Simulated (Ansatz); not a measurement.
# Fields on a plane of SiO2 (alpha-cristobalite type, space group P4_12_12)

```
CELL_PARAMETERS angstrom
      5.02890     0.00000     0.00000
      0.00000     5.02890     0.00000
      0.00000     0.00000     7.01076
ATOMIC_POSITIONS crystal
  Si 0.29800 0.29800 0.00000
  Si 0.79800 0.20200 0.75000
  Si 0.20200 0.79800 0.25000
  Si 0.70200 0.70200 0.50000
  O  0.23961 0.10178 0.17827
  O  0.73961 0.39822 0.57173
  O  0.26039 0.60178 0.07173
  O  0.76039 0.89822 0.67827
  O  0.89822 0.76039 0.32173
  O  0.39822 0.73961 0.42827
  O  0.60178 0.26039 0.92827
  O  0.10178 0.23961 0.82173
```

The slice is a (001) plane (indices of the conventional cell) through the point (0.260, 0.602, 0.072) (fractional), spanned by u = [100] and v = [010] in vectors of this cell: u (5.03 Å) and v (5.03 Å, at 90° to u). It covers one period; positions are fractions (u, v).

Atoms on it: O at (0.00, 0.00). Other atoms lie within 1 Å of the plane.

The numbers are results of PBEsol (plane waves to 420 eV, PAW, scalar-relativistic; Ansatz, an electronic-structure program), not measurements. k mesh 5×5×4. These are valence fields of a PAW run, semicore shells included where kept as valence: close to a nucleus they are smooth pseudo fields. SiO2 was relaxed with its symmetry unable to fall. The PAW data are Ansatz's earlier set.

```
|xxxx057899999999999998860xxx|
|xxxx047789999999999998862xxx|
|xxx00357889999999999887630xx|
|0000003578999999999887653000|
|0000001467899999999887641000|
|0xx0000257899999998876520000|
|xxxx00014689999999887641000x|
|xxxx00003578999999887630000x|
|xxxx00003578999999887640000x|
|xxxx00014578999999887641000x|
|xxx0000256789999999876530000|
|0000001467899999999887641000|
|0000013578999999999888752000|
|0000145788999999999888764200|
|0012457789999999999888775300|
|2335677889999999999888776432|
|4456778899999999998888776544|
|5566788899999999998887766554|
|5567788899999999998877665544|
|4556788899999999998876654434|
|3456788899999999998876543333|
|2456788999999999998876543222|
|2346788999999999998876543211|
|0015689999999999998877653200|
|xxx06899999999999998876530xx|
|xxxx379999999999999988751xxx|
|xxxx078999999999999988750xxx|
|xxxx068999999999999998760xxx|
```
Scale: ten equal steps from -1.00 (start of '0') to 7.02 (end of '9'), in the order '0123456789'. Values: electrostatic potential energy of an electron, from the cell's mean, in eV. The map has 28 points along u (one character each, u = 0 at the left) and 28 along v (v = 0 in the bottom row). Points within 0.7 Å of a nucleus are blanked (x), as the pseudised field means little there. Values under -1 eV are set to -1. The zero, the cell's mean, hangs on the PAW cores.

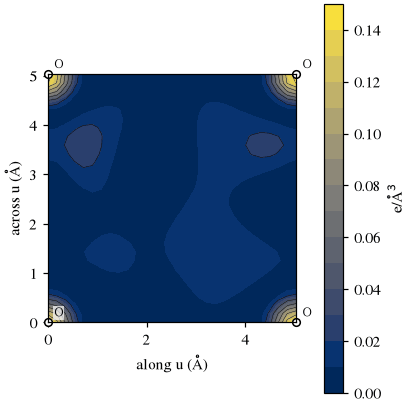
Density of the lowest conduction band (whole band as if filled, smooth part) in e/Å³, one period of the plane, atoms marked.
